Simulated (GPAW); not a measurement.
# Work function of Li/W(100) at several levels, part 3 of 3

How far do functional and basis move the work function of Li/W(100)?

GPAW 26.7.0; GPAW, PAW setups; slab in vacuum, relaxation (the session's first sound run).

So far, upper work function (eV): step 2 (relaxation, PBE, GPAW) 3.08; step 6 (self-consistent run: xc = "RPBE") 3.01; step 7 (self-consistent run: xc = "vdW-DF2", GPAW, PAW setups, GPAW) 3.25; step 8 (self-consistent run: xc = "LDA") 3.20; step 9 (real-space grid: mode = "fd", PBE, GPAW) 3.08.

## (10) Atomic orbitals: mode = "lcao"

Atom-centred orbitals end a few angstrom from the surface, which tests how much the density's tail matters.

Input file run.py:

```python
import json
import numpy as np
from ase import Atoms
from gpaw import GPAW

slab = Atoms(
    ['W', 'W', 'W', 'W', 'W', 'Li'],
    positions=[
        [0.00000, 0.00000, 8.00000],
        [1.58000, 1.58000, 9.58000],
        [0.00000, 0.00000, 11.16000],
        [1.58000, 1.58000, 12.77978],
        [-0.00000, -0.00000, 14.26678],
        [1.58000, 1.58000, 16.07871]],
    cell=[[3.16, 0.0, 0.0], [0.0, 3.16, 0.0], [0.0, 0.0, 24.38863]],
    pbc=[True, True, False])

slab.calc = GPAW(mode='lcao', basis='dzp', h=0.18, xc='PBE', kpts={'size': (10, 10, 1), 'gamma': True},
                 occupations={'name': 'fermi-dirac', 'width': 0.1}, nbands='120%',
                 convergence={'density': 1e-05}, maxiter=200,
                 poissonsolver={'dipolelayer': 'xy'},
                 symmetry={'tolerance': 1e-3}, txt='slab.txt')
result = {}
energy = slab.get_potential_energy()
fermi = slab.calc.get_fermi_level()
v = slab.calc.get_electrostatic_potential().mean((0, 1)) - fermi
n = slab.calc.get_pseudo_density().mean((0, 1))
L = slab.cell[2, 2]
z = np.arange(len(v)) * L / len(v)
low, high = slab.positions[:, 2].min(), slab.positions[:, 2].max()
below, above = np.interp([low - 5.8, high + 5.8], z, v)
slopes = [np.interp(x, z, np.gradient(v, z)) for x in (low - 5.8, high + 5.8)]
eps = np.array([[slab.calc.get_eigenvalues(k, s) for k in range(len(slab.calc.get_ibz_k_points()))]
                for s in range(slab.calc.get_number_of_spins())]) - fermi
top, bottom = eps[eps < 0].max(), eps[eps > 0].min()
dipole = slab.get_dipole_moment()[2]
print(f'energy {energy:.4f} eV, Fermi level {fermi:.4f} eV, dipole {dipole:.5f} e A')
print(f'potential 5.8 A off the faces, from the Fermi level: lower {below:.4f} eV, upper {above:.4f} eV')
print(f'slope of the potential there: lower {slopes[0]:.5f}, upper {slopes[1]:.5f} eV/A')
print(f'nearest levels on the mesh: {top:.4f} and {bottom:.4f} eV')
print('magnetic moment', round(slab.get_magnetic_moment(), 3))
result.update(energy=energy, fermi=fermi, dipole=dipole, below=below, above=above, slopes=slopes, edges=[top, bottom],
              z=z.tolist(), v=v.tolist(), n=n.tolist(), positions=slab.positions.tolist(),
              forces=slab.get_forces(apply_constraint=False).tolist(), moments=slab.get_magnetic_moments().tolist())
json.dump(result, open('result.json', 'w'))
```

Run with:

```console
$ OMP_NUM_THREADS=1 OPENBLAS_NUM_THREADS=1 python run.py
```

Output:

```text
energy -53.9343 eV, Fermi level -3.6260 eV, dipole 0.06570 e A
potential 5.8 A off the faces, from the Fermi level: lower 4.2213 eV, upper 3.0308 eV
slope of the potential there: lower -0.00000, upper -0.00000 eV/A
nearest levels on the mesh: -0.0018 and 0.0052 eV
magnetic moment 0.0
```

It took 29 min on 1 thread of Intel Xeon at 2.80GHz (Skylake/Cascade Lake), shared host; peak memory 0.44 GiB.

Numbers from this step:

| Quantity | Value |
| --- | --- |
| dipole along the normal | 0.06570 e·Å |
| levels nearest the Fermi level on the mesh | -0.001807, 0.005237 eV from the Fermi level |
| upper work function | 3.031 eV |
| lower work function | 4.221 eV |

The electrostatic potential energy of an electron (without an applied field's), less the Fermi level, planar mean oscillates, so the rows of the table below give means over windows of 1.61 Å about each position, cut where the curve ends. Its maxima inside the range that stand out by 2 % of the span (Å: eV): 2.6: 4.22, 8.8: -8.66, 10.4: -9.17, 12.0: -8.48, 13.5: -10.4, 15.5: -0.483. Its minima: 8.0: -20.0, 9.6: -20.7, 11.1: -20.6, 12.8: -20.6, 14.3: -20.1, 16.0: -1.75.

Table of electrostatic potential energy of an electron (without an applied field's), less the Fermi level, planar mean by z; means over each step:

```
z (Å)  electrostatic potential energy of an electron (without an applied field's), less the Fermi level, planar mean (eV)
 0.81                                                                                                                4.20
 2.42                                                                                                                4.22
 4.02                                                                                                                4.21
 5.63                                                                                                                3.86
 7.24                                                                                                               -6.38
 8.85                                                                                                               -14.5
10.46                                                                                                               -14.8
12.07                                                                                                               -14.2
13.68                                                                                                               -15.5
15.29                                                                                                               -4.26
16.90                                                                                                               0.909
18.51                                                                                                                2.93
20.12                                                                                                                3.03
21.73                                                                                                                3.03
23.34                                                                                                                3.03
```

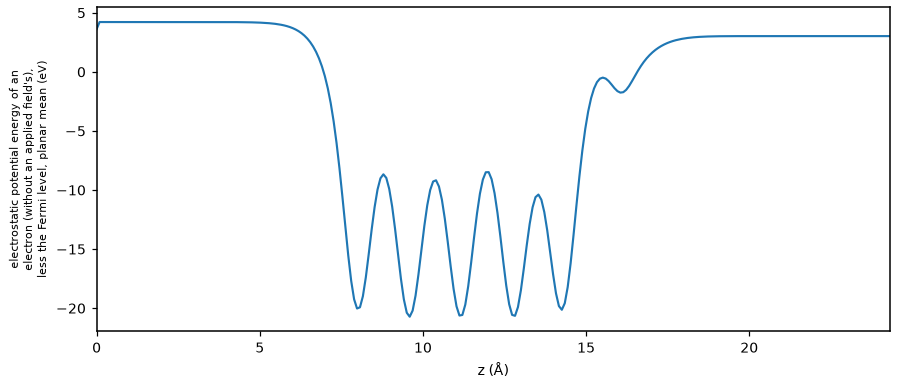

Electrostatic potential energy of an electron (without an applied field's), less the Fermi level, planar mean, plotted against z.

The upper face's work function is 3.031 eV, against 3.084 eV in the first plane-wave PBE run at this geometry.

## (11) All levels side by side

Times are for 1 thread of Intel Xeon at 2.80GHz (Skylake/Cascade Lake), shared host. Results by setting:

```
no.         run  upper work function (eV)  lower work function (eV)     time  memory (GiB)
  1          pw                     3.084                     4.238  4.8 min          0.37
  2  optPBE vdW                     3.195                     4.445  5.2 min          0.51
  3      revPBE                     3.002                     4.106  4.9 min          0.37
  4        RPBE                     3.009                     4.086  4.6 min          0.37
  5     vdW DF2                     3.247                     4.607  4.9 min          0.51
  6         LDA                     3.195                     4.526  4.5 min          0.37
  7          fd                     3.083                     4.237   28 min           1.8
  8        lcao                     3.031                     4.221   29 min          0.44
```

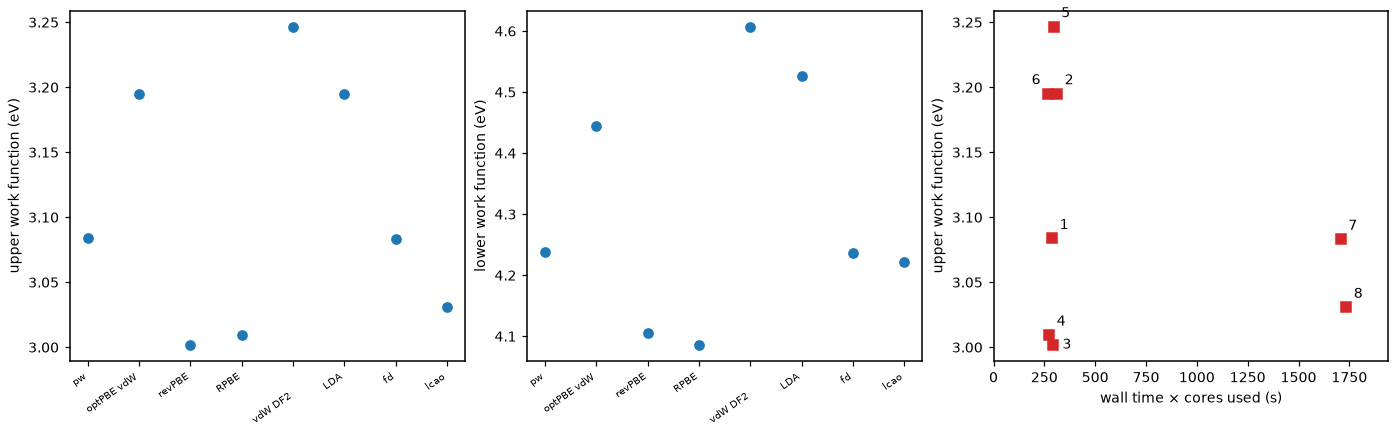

The series as plots; the last panel sets the first result against cost, with the runs numbered as in the table.

## (12) Side by side

Results and costs are gathered.

This step: comparison of work functions, dipole and cost (GPAW 26.7.0).

Ladder, by row:

```
      step  code  work function, upper (eV)  work function, lower (eV)  dipole (e Å)  wall time (s)  peak memory (GiB)  threads
        pw  GPAW                      3.084                      4.238        0.0638          287.9               0.37        1
optPBE-vdW  GPAW                      3.195                      4.445       0.06912          312.4               0.51        1
    revPBE  GPAW                      3.002                      4.106       0.06107          293.9               0.37        1
      RPBE  GPAW                      3.009                      4.086       0.05952          273.2               0.37        1
   vdW-DF2  GPAW                      3.247                      4.607       0.07521          295.5               0.51        1
       LDA  GPAW                      3.195                      4.526       0.07357          269.3               0.37        1
        fd  GPAW                      3.083                      4.237       0.06368           1707               1.76        1
      lcao  GPAW                      3.031                      4.221        0.0657           1734               0.44        1
```

## (13) A changed run

One more run, with changed settings.

This step: GPAW, PAW setups; slab in vacuum (GPAW 26.7.0).

run.py, as its differences from that of step 10:

```diff
@@ -3,3 +3,3 @@
 from ase import Atoms
-from gpaw import GPAW
+from gpaw import GPAW, PW
 
@@ -17,5 +17,5 @@
 
-slab.calc = GPAW(mode='lcao', basis='dzp', h=0.18, xc='PBE', kpts={'size': (10, 10, 1), 'gamma': True},
-                 occupations={'name': 'fermi-dirac', 'width': 0.1}, nbands='120%',
-                 convergence={'density': 1e-05}, maxiter=200,
+slab.calc = GPAW(mode=PW(400), xc='PBE', kpts={'size': (10, 10, 1), 'gamma': True},
+                 occupations={'name': 'fermi-dirac', 'width': 0.1}, nbands='300%',
+                 convergence={'density': 1e-05}, maxiter=3,
                  poissonsolver={'dipolelayer': 'xy'},
```

Output:

```text
gpaw.KohnShamConvergenceError
```

Elapsed: 40 s, on 1 thread; peak memory 0.36 GiB.

No converged result was reached; the numbers in the log don't describe the system.

The fault put into the input: too few SCF iterations (maxiter = 3).

## (14) What came out

```json
{
  "work function, upper and lower face": "3.084 and 4.238 eV",
  "dipole along the normal": "0.0638 e Å"
}
```

In words: With plane waves and PBE the work function is 3.08 eV on the upper face and 4.24 eV on the lower. The two faces differ by 1.2 eV, the step that the slab's dipole makes (e p/(ε0 A) gives 1.2 eV), so the dipole layer is needed. Over the sound runs of the table the upper face's work function spans 3.002 (revPBE) to 3.247 eV (vdW-DF2). The cell of 9.99 Å² holds one Li, started on one chosen site; other sites and coverages weren't tried. The in-plane lattice was kept as typed, which isn't the functional's own and leaves some strain; spin-orbit coupling and temperature are left out.

[Logs are printed without paths, hosts, clocks, repeated set-up lines and the standing remarks that a program may print on its own settings, such as how far it seeks lower states.]

[Hosts, paths, dates, database ids (printed as entryN), source tags and the programs' standing remarks are cut or masked in the printed files.]
